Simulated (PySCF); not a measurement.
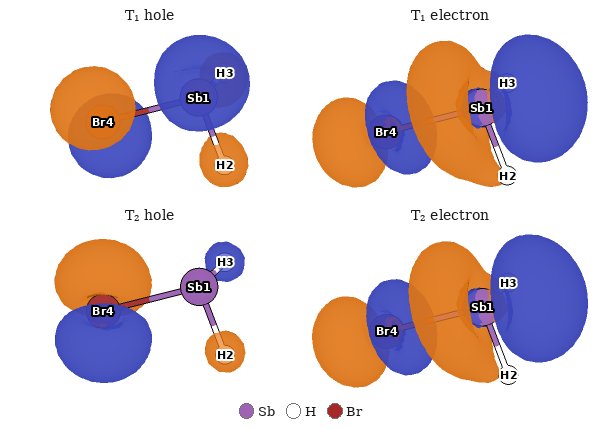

Figure. BrH2Sb. Leading natural transition orbitals (TDA triplet states).

Level of theory: B3LYP/def2-SVP (PySCF), at a geometry from GFN2-xTB. Core potentials replace the inner electrons of Sb; spin–orbit coupling isn't included. No frequency check shows the geometry to be a minimum. GFN2-xTB bond lengths at metals and heavier atoms can be off by up to 0.1 Å and shapes distorted, which carries into these values. Without diffuse functions Rydberg states are missing, so the states' numbers hold for this basis only.

Give the energy and character of each state.

Answer. By state:
- T₁: 3.67 eV (338 nm), spin-forbidden from the singlet ground state, partly diffuse acceptor orbital, which a basis without diffuse functions describes poorly; the leading pair carries 100 %; hole on Br4 (52 %), Sb1 (37 %) and H2 and H3 (6 % each), electron on Sb1 (64 %) and Br4 (30 %) (atom shares of so diffuse an orbital are rough); their centroids lie 0.8 Å apart.
- T₂: 4.21 eV (295 nm), spin-forbidden from the singlet ground state, partly diffuse acceptor orbital, which a basis without diffuse functions describes poorly; the leading pair carries 100 %; hole on Br4 (84 %) and Sb1 (8 %), electron on Sb1 (63 %) and Br4 (31 %) (atom shares of so diffuse an orbital are rough); their centroids lie 1.7 Å apart.
